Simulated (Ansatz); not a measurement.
## Fields on a plane of Cr (bcc, W type)

```
CELL_PARAMETERS angstrom
     -1.41466     1.41466     1.41466
      1.41466    -1.41466     1.41466
      1.41466     1.41466    -1.41466
ATOMIC_POSITIONS crystal
  Cr 0.00000 0.00000 0.00000
```

The slice is a {211} plane (indices of the conventional cell) through the point (0.000, 0.000, 0.000) (fractional), spanned by u = [111] and v = [1 0 -1] in vectors of this cell: u (2.45 Å) and v (4.00 Å, at 90° to u). It covers one period; positions are fractions (u, v).

Atoms on it: Cr at (0.00, 0.00).

All values below come from r2SCAN (plane waves to 500 eV, PAW, scalar-relativistic; Ansatz, a program for electronic structure). k mesh 23×23×23. Near the nuclei the fields are pseudised (PAW); where an atom keeps semicore shells as valence, they peak there. Cr is run without spin polarisation. Cr was relaxed with its symmetry unable to fall. Real Cr orders magnetically; this run has no moments, which shifts volume and moduli.

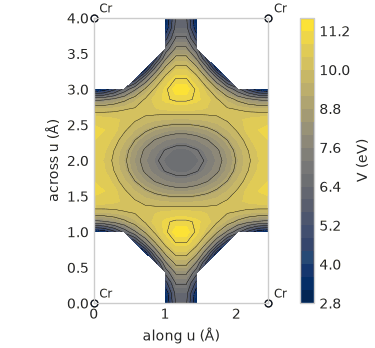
Figure: Electrostatic potential energy of an electron, from the cell's mean, in eV, one period of the plane, atoms marked. Points within 1 Å of a nucleus are left white, as the pseudised field means little there. Values under 3 eV are set to 3. The zero, the cell's mean, hangs on the PAW cores.

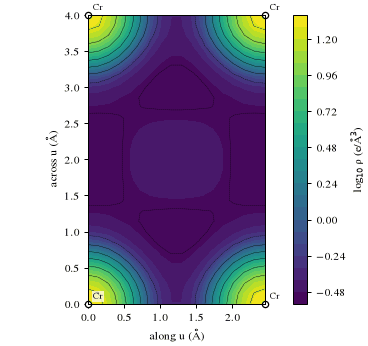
Figure. Log₁₀ of the valence density in e/Å³, one period of the plane, atoms marked. The scale is logarithmic, as a density can span decades between atoms and voids.

| Property | Value |
|---|---|
| Density on the Cr–Cr line (2.45 Å) at its midpoint | 0.39 e/Å³ |
| ELF at that point | 0.3 |
